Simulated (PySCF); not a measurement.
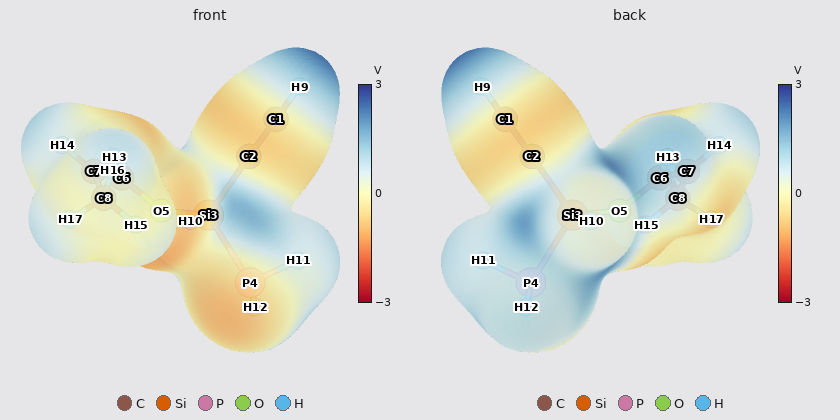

Figure. C$_{5}$H$_{9}$OPSi. The electrostatic potential painted on the density surface at 0.004 e/bohr³, seen from the front and from behind; red is negative and blue positive.

Geometry: GFN2-xTB.

Level of theory: PBE0/pcSseg-1, SCF density, gas phase, non-relativistic (PySCF).

Input

```
{"job": {"kind": "nmr", "xc": "PBE0", "basis": "pcSseg-1"}, "charge": 0, "multiplicity": 1}
C     -2.531016     0.927692     2.216971
C     -2.133862     0.314775     1.261425
Si    -1.496680    -0.541504    -0.261450
P     -2.058809     0.552452    -2.130192
O      0.120371    -0.464136    -0.355907
C      1.083921    -0.953274     0.461034
C      2.338055    -0.528502     0.415907
C      2.833498     0.539916    -0.501098
H     -2.882057     1.451211     3.059832
H     -1.972500    -1.929997    -0.167874
H     -3.044867     1.306980    -1.520532
H     -2.973645    -0.401386    -2.540268
H      0.759429    -1.720668     1.152613
H      3.056389    -0.974863     1.086671
H      2.031489     0.886162    -1.146459
H      3.213180     1.383083     0.075689
H      3.650106     0.164089    -1.116272
```

Command:

```sh
OMP_NUM_THREADS=1 python probes_run.py task.json out
```

**Which sites attract a positive test charge, and which a negative one?**

A positive charge is drawn to the negative regions and a negative charge to the positive ones. The most negative region (about −1.1 V) lies over P4 and O5, the most positive (about +2.3 V) over Si3 and H9.
